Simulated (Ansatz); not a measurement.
**singlet CH5GeS+ at 6 levels**

Wanted: a comparison of 6 runs (HF/STO-3G, HF/3-21G, B3LYP/6-31G*, BHLYP/cc-pVDZ, PBE/cc-pVDZ, r2SCAN/cc-pVDZ) of singlet CH5GeS+. 

Program for the calculation: Ansatz 0.2.0.

30 further runs of the same task are left out: 1 that didn't finish, 29 set aside as unsound or not needed. Runs told in other sessions of the task aren't counted.

## 1. Starting point

CH5GeS+: 8 atoms, total charge +1, spin state singlet. As SMILES of the parent species, `[CH3][GeH][SH]`. Geometry: relaxed at PBE0-D4/def2-TZVP. This is one conformer, not always the lowest. That shape belongs to the parent species and isn't relaxed for this state.

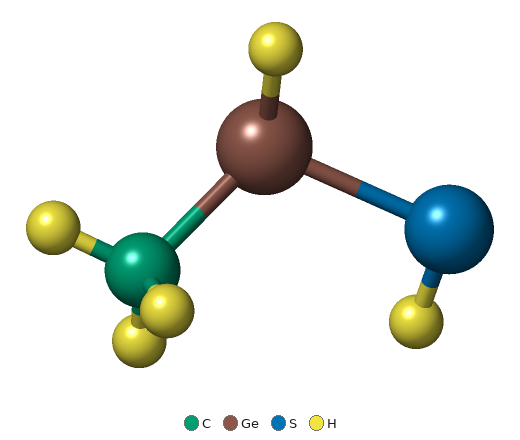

The structure, seen from a chosen angle (carbon teal, germanium brown, sulfur blue, hydrogen yellow).

## 2. The energy at HF/STO-3G (run 1)

Input file run.yaml:

```yaml
crystal:
  periodic: [false, false, false]
  atoms:
    - {symbol: C, position_ang: [-0.733300, 0.635200, -0.565800]}
    - {symbol: Ge, position_ang: [0.934600, -0.393300, -0.399900]}
    - {symbol: S, position_ang: [1.033800, -1.391600, 1.591200]}
    - {symbol: H, position_ang: [-0.786300, 1.357800, 0.251000]}
    - {symbol: H, position_ang: [-1.594800, -0.030400, -0.515000]}
    - {symbol: H, position_ang: [-0.745800, 1.162700, -1.520400]}
    - {symbol: H, position_ang: [2.173100, 0.541200, -0.392200]}
    - {symbol: H, position_ang: [-0.189100, -1.938700, 1.495000]}
basis:
  gaussian: {orbitals: STO-3G}
total_charge: 1
hamiltonian: {xc: hf}
accuracy: high
output: {orbitals: {seedname: orbitals}}
```

Command:

```bash
$ ansatz run run.yaml --threads 1 --pin off --max-ram 2610MiB --events-out events.jsonl --progress --plain --runs-dir runs
```

Log:

```text
Warning: RAYON_NUM_THREADS=1 ignored (pool sized by the plan → 1); use --threads N
Functional definition: HF
  name "HF"
  exchange = exact_x
  correlation = 0
622 factors; integrals over basis functions are off by at most 2.8e-8 eV
mean field evaluation 1: about -67619.6058 eV, gradient 1.9e1 eV
mean field evaluation 2: about -67619.6661 eV, gradient 1.9e1 eV
mean field evaluation 4: about -67621.5297 eV, gradient 1.7e0 eV
mean field evaluation 8: about -67621.5568 eV, gradient 5.3e-4 eV
mean field -67621.55558515 eV, -2485.0463322177 hartree, gradient 3.9e-8 eV, S^2 0.000000; 0 other end points of the search recorded, 0 dependent functions left out
reference -67621.55558515 eV, -2485.0463322177 hartree; 29, 29 occupied and 8, 8 virtual orbitals, 622 factors
Total energy: -67621.55558515 eV, -2485.0463322177 hartree
```

Run time: 0.42 s. Hardware: 1 thread of Arm Neoverse V1, shared host.

## 3. The energy at HF/3-21G (run 2)

Input file in.yaml:

```yaml
crystal:
  periodic: [false, false, false]
  atoms:
    - {symbol: C, position_ang: [-0.733300, 0.635200, -0.565800]}
    - {symbol: Ge, position_ang: [0.934600, -0.393300, -0.399900]}
    - {symbol: S, position_ang: [1.033800, -1.391600, 1.591200]}
    - {symbol: H, position_ang: [-0.786300, 1.357800, 0.251000]}
    - {symbol: H, position_ang: [-1.594800, -0.030400, -0.515000]}
    - {symbol: H, position_ang: [-0.745800, 1.162700, -1.520400]}
    - {symbol: H, position_ang: [2.173100, 0.541200, -0.392200]}
    - {symbol: H, position_ang: [-0.189100, -1.938700, 1.495000]}
basis:
  gaussian:
    orbitals: 3-21G-spherical.json
total_charge: 1
hamiltonian:
  xc: hf
accuracy: high
output:
  orbitals: {seedname: orbitals}
```

The basis set 3-21G is read from a file made from the Basis Set Exchange's data (not shown).

Command:

```bash
$ ansatz run in.yaml --threads 1 --pin off --max-ram 2610MiB --events-out events.jsonl --progress --plain --runs-dir runs
```

Log:

```text
Warning: RAYON_NUM_THREADS=1 ignored (pool sized by the plan → 1); use --threads N
Functional definition: HF
  name "HF"
  exchange = exact_x
  correlation = 0
1098 factors; integrals over basis functions are off by at most 7.5e-9 eV
mean field evaluation 1: about -68057.2399 eV, gradient 3.0e1 eV
mean field evaluation 2: about -68057.4123 eV, gradient 3.0e1 eV
mean field evaluation 4: about -68060.2877 eV, gradient 1.8e0 eV
mean field evaluation 8: about -68060.3161 eV, gradient 2.7e-1 eV
mean field evaluation 16: about -68060.3169 eV, gradient 1.5e-8 eV
mean field -68060.31687722 eV, -2501.1705122980 hartree, gradient 1.8e-8 eV, S^2 0.000000; 0 other end points of the search recorded, 0 dependent functions left out
reference -68060.31687722 eV, -2501.1705122980 hartree; 29, 29 occupied and 25, 25 virtual orbitals, 1098 factors
Total energy: -68060.31687722 eV, -2501.1705122980 hartree
```

It took 0.81 s on 1 thread of Arm Neoverse V1, shared host; peak memory 0.12 GiB.

Runs 3 to 5 aren't shown in full; the table further down has their settings and results.

## 4. The energy at r2SCAN/cc-pVDZ (run 6)

Input file input.yaml:

```yaml
crystal:
  periodic: [false, false, false]
  atoms:
    - {symbol: C, position_ang: [-0.733300, 0.635200, -0.565800]}
    - {symbol: Ge, position_ang: [0.934600, -0.393300, -0.399900]}
    - {symbol: S, position_ang: [1.033800, -1.391600, 1.591200]}
    - {symbol: H, position_ang: [-0.786300, 1.357800, 0.251000]}
    - {symbol: H, position_ang: [-1.594800, -0.030400, -0.515000]}
    - {symbol: H, position_ang: [-0.745800, 1.162700, -1.520400]}
    - {symbol: H, position_ang: [2.173100, 0.541200, -0.392200]}
    - {symbol: H, position_ang: [-0.189100, -1.938700, 1.495000]}
basis:
  gaussian:
    orbitals: cc-pVDZ
accuracy: high
total_charge: 1
hamiltonian:
  xc: {name: r2SCAN}
output: {orbitals: {seedname: orbitals}}
```

Command:

```bash
$ ansatz run input.yaml --threads 1 --pin off --max-ram 2610MiB --events-out events.jsonl --progress --plain --runs-dir runs
```

Log:

```text
Warning: RAYON_NUM_THREADS=1 ignored (pool sized by the plan → 1); use --threads N
Functional definition: r2SCAN
  name "r2SCAN"
  parameter k0 = 0.174
  parameter k1 = 0.065
  parameter a1 = 4.9479
  exchange = r2scan_x(k0 = k0, k1 = k1, a1 = a1)
  correlation = r2scan_c
1952 factors; integrals over basis functions are off by at most 4.5e-9 eV
mean field evaluation 1: about -68450.4388 eV, gradient 6.5e1 eV
mean field evaluation 2: about -68430.4350 eV, gradient 9.2e1 eV
mean field evaluation 4: about -68459.4911 eV, gradient 2.3e1 eV
mean field evaluation 8: about -68461.6521 eV, gradient 3.4e-1 eV
mean field evaluation 16: about -68461.6526 eV, gradient 3.4e-5 eV
mean field -68461.65255343 eV, -2515.9193263636 hartree, gradient 4.5e-8 eV, S^2 0.000000; 0 other end points of the search recorded, 0 dependent functions left out
reference -68461.65255412 eV, -2515.9193263892 hartree; 29, 29 occupied and 55, 55 virtual orbitals, 1952 factors
Total energy: -68461.65255412 eV, -2515.9193263892 hartree
```

Wall time 16 s (1 thread of Arm Neoverse V1, shared host); peak memory 0.27 GiB.

## 5. The series

| run | level | energy (Eh) | HOMO energy (eV) | LUMO energy (eV) | HOMO–LUMO gap (eV) | wall time |
| --- | --- | --- | --- | --- | --- | --- |
| 1 | HF/STO-3G | -2485.046332 | -14.15 | -4.51 | 9.64 | 0.42 s |
| 2 | HF/3-21G | -2501.170512 | -16.28 | -6.98 | 9.31 | 0.81 s |
| 3 | B3LYP/6-31G* (spherical functions) | -2515.771142 | -13.37 | -10.00 | 3.37 | 7.5 s |
| 4 | BHLYP/cc-pVDZ | -2515.931341 | -14.52 | -8.97 | 5.54 | 11 s |
| 5 | PBE/cc-pVDZ | -2515.440644 | -12.52 | -10.48 | 2.04 | 8.1 s |
| 6 | r2SCAN/cc-pVDZ | -2515.919326 | -12.79 | -10.50 | 2.29 | 16 s |

## 6. Results

| quantity | value |
| --- | --- |
| run 6: total energy | -2515.91933 Eh |
| run 6: HOMO energy | -12.79 eV |
| run 6: LUMO energy | -10.50 eV |
| run 6: HOMO–LUMO gap | 2.29 eV |

In words: The HOMO–LUMO gap runs from 2.04 eV (PBE/cc-pVDZ) to 9.64 eV (HF/STO-3G). The two ends differ in method and basis. Totals of different functionals can't be ranked against each other. In run 1 the basis is minimal, so the values are rough. All runs together took 44 s, the longest 16 s.
